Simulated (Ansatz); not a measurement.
Consider H₆NSi···CH₃.

```tsv
atom	x (Å)	y (Å)	z (Å)
Si	-1.0473	-0.0248	0.3085
N	0.5319	-0.3895	1.2547
H	-1.9528	-0.2554	1.5069
H	-1.3653	1.3925	0.0083
H	-1.4860	-1.1233	-0.5852
H	0.9194	-0.1658	0.1779
C	0.6443	0.3205	-1.2866
H	0.6165	-1.3255	1.6377
H	0.7778	0.2931	1.9634
H	1.1847	1.2756	-1.2547
H	-0.1501	0.4389	-2.0289
H	1.3268	-0.4362	-1.7020
```

A transition-state structure; geometry: PBE0-D4/def2-TZVP.

The calculation used RKS PBE0-D4/def2-TZVPP in Ansatz 0.2.0.

What will maps of the electron density and electron localisation function show?

Answer. C7···H6 (1.57 Å): the density falls to about 0.61 e/Å³ on the way; the ELF climbs to about 0.95 towards the hydrogen, as it does in any bond to H.
Si–N (1.88 Å): the density is about 0.84 e/Å³ at the midpoint; the ELF peaks at about 0.95 between the atoms (a shared but strongly polarised pair).
C–H (1.09 Å): the density is about 1.9 e/Å³ at the midpoint; the ELF climbs to about 1 towards the hydrogen; an ordinary covalent bond to hydrogen.

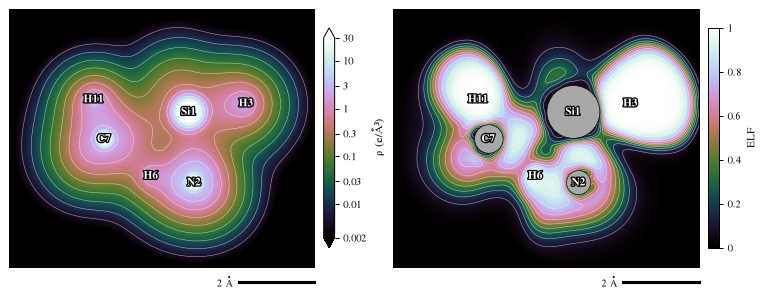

Computed electron density and electron localisation function on the plane of atoms N2, Si1 and H3, in this order. Grey discs cover the atomic cores in the ELF map. 
